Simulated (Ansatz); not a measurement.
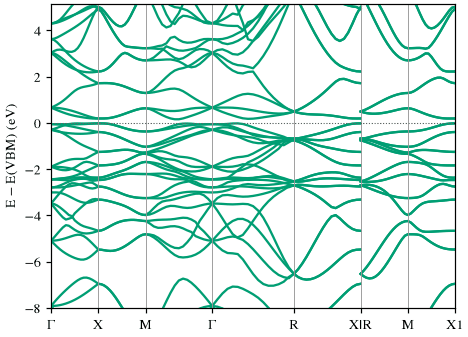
Figure: Band structure from the program Ansatz at the PBE level (PAW)

The gap is 0.15 eV; an edge lies off the plotted path or next to a special point (maximum off the standard path, minimum off the standard path).

The material is FeSi in space group P2_13 (No. 198; Fe on 4a, Si on 4a).

Symmetry was held in the PBE relaxation. The workflow began spin-polarised and lost its moments.

Potentials: the later of the program's two PAW sets.
